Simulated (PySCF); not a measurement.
## Electronic structure of C5H7N2 (SMILES Cc1[c]n(C)nc1) (doublet) in real space

```xyz
14

C    -2.4590    0.3275   -0.2876
C    -1.0336   -0.0052   -0.0296
C     0.1052    0.6775   -0.4068
N     1.1921    0.0409    0.0295
C     2.5714    0.3837   -0.1544
N     0.8328   -1.0625    0.6883
C    -0.4960   -1.1004    0.6605
H    -2.6815    1.3449    0.0312
H    -2.6875    0.2509   -1.3506
H    -3.1026   -0.3600    0.2561
H     3.0135   -0.2134   -0.9562
H     3.1151    0.1822    0.7685
H     2.6483    1.4398   -0.4075
H    -1.0190   -1.9062    1.1364
```

Geometry: GFN2-xTB.

Theory: PySCF, UKS B3LYP, pcH-1 on C H N, non-relativistic, mean-field spin-orbit, GIAO.

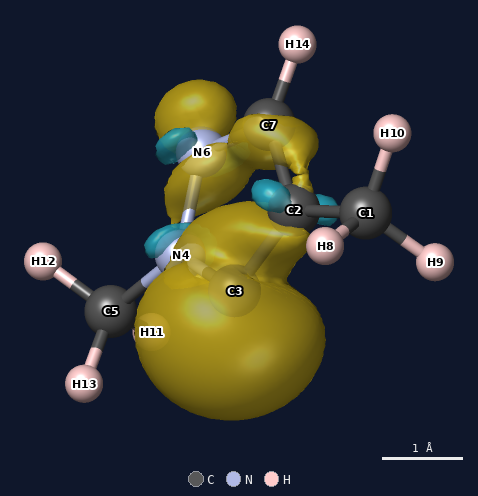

Figure 1. Isosurfaces of the spin density at +0.02 (yellow) and −0.02 e/Å³ (cyan), seen at an oblique angle.

Question: Which atoms carry the spin?

Answer: The unpaired spin (1 electron) lies mostly on C3 (about 0.8), in electrons by Hirshfeld's partition.

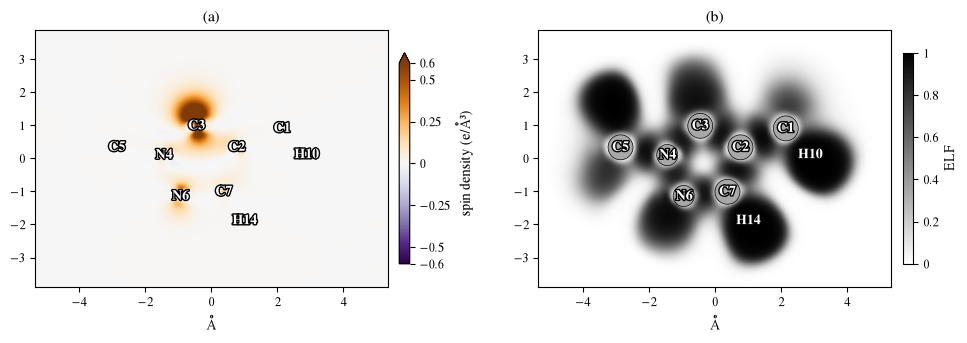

Figure 2. (a) spin density (α minus β); (b) electron localisation function on the plane of atoms C5, N4 and N6. Grey discs cover the atomic cores in the ELF map.

Question: Read the bonding off the picture.

Answer: Atoms in the plane: C, N and H. C–N (1.33 Å): the ELF peaks at about 0.90 between the atoms: localised, covalent bonding. N–N (1.33 Å): the ELF peaks at about 0.90 between the atoms; a covalent bond. C–C (1.38 Å): the ELF peaks at about 0.90 between the atoms, as expected for localised, covalent bonding. C–H (1.07 Å): the ELF climbs to about 1 towards the hydrogen, as it does in any bond to H; a covalent bond by its length. C–N (1.43 Å): the ELF peaks at about 0.95 between the atoms, as expected for a shared electron pair. The ELF also peaks beside N6 and C3, away from the bonds: non-bonding electrons, paired or unpaired.

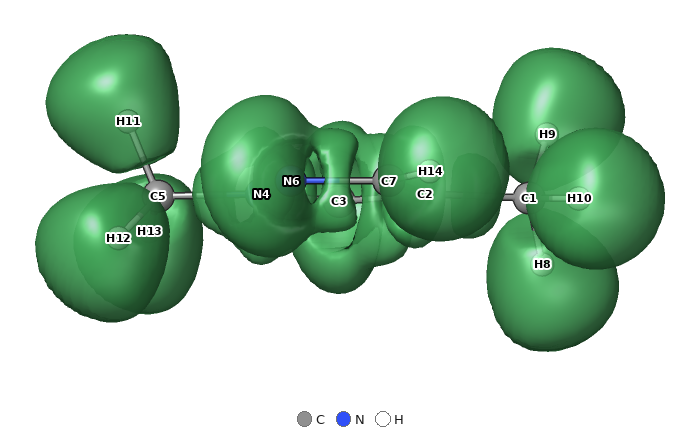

Figure 3. Isosurface of the electron localisation function at 0.75 (green), seen from one side. Only the valence region is drawn (cores and ρ < 0.01 e/Å³ removed).

Question: Identify the bonds, lone pairs and shells in this picture.

Answer: At this value the surface marks out two regions between bonded C–C atoms (shared pairs), seven regions around hydrogen nuclei, one region on C in which the atom's valence shell and bonds are merged and two regions on N in which the atom's valence shell and bonds are merged.

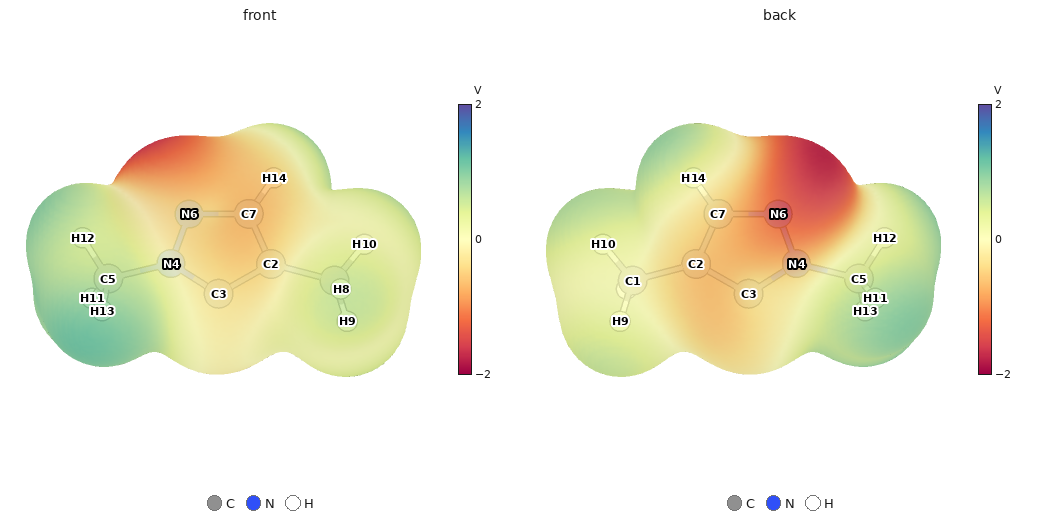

Figure 4. The molecular electrostatic potential painted on the density surface at 0.002 e/bohr³, seen from the front and from behind; red is negative and blue positive.

Question: Describe the electrostatic potential map.

Answer: The most negative region (about −1.7 V) lies over N6, the most positive (about +1.1 V) over H13. N6 is the likeliest acceptor of a hydrogen bond.
